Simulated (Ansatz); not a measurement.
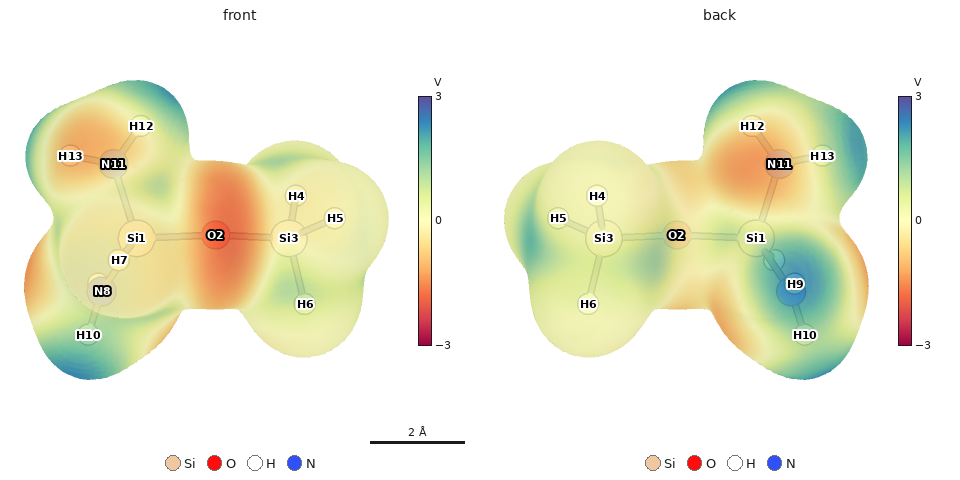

Figure. H$_{8}$N$_{2}$OSi$_{2}$. The molecular electrostatic potential painted on the density surface at 0.004 e/bohr³, seen from the front and from behind; red is negative and blue positive.

The calculation used Ansatz, RKS r2SCAN/6-31G.

Input

```
crystal:
  periodic: [false, false, false]
  atoms:
    - { symbol: Si, position_ang: [0.0, 0.0, 0.0] }
    - { symbol: O, position_ang: [0.0, 0.0, 1.68] }
    - { symbol: Si, position_ang: [-1.3147, -0.4067, 2.6436] }
    - { symbol: H, position_ang: [-2.239, -1.2403, 1.8804] }
    - { symbol: H, position_ang: [-0.8506, -1.1432, 3.8157] }
    - { symbol: H, position_ang: [-1.9987, 0.8095, 3.0733] }
    - { symbol: H, position_ang: [1.3768, 0.0, -0.4862] }
    - { symbol: "N", position_ang: [-0.8572, 1.4851, -0.6061] }
    - { symbol: H, position_ang: [-1.8773, 1.43, -0.8888] }
    - { symbol: H, position_ang: [-0.3367, 2.4058, -0.6766] }
    - { symbol: "N", position_ang: [-0.8572, -1.4851, -0.6061] }
    - { symbol: H, position_ang: [-1.3922, -2.1014, 0.0704] }
    - { symbol: H, position_ang: [-0.8219, -1.7344, -1.6357] }
basis:
  gaussian: { orbitals: "6-31G" }
hamiltonian:
  xc: r2scan
relax:
  f_tol: 0.02
  max_steps: 40
output:
  orbitals: {}
```

Launched as:

```sh
ansatz run input.yaml --threads 1 --pin off --max-ram 2048MiB --backend cpu --events-out ev --progress --plain --runs-dir out
```

The fields are those of the run's last geometry, not of the input's.

Question: Where is the surface potential most negative and most positive?

Answer: The most negative region (about −1.8 V) lies over O2, the most positive (about +2.3 V) over H9 and H10. O2 is the likeliest acceptor of a hydrogen bond.
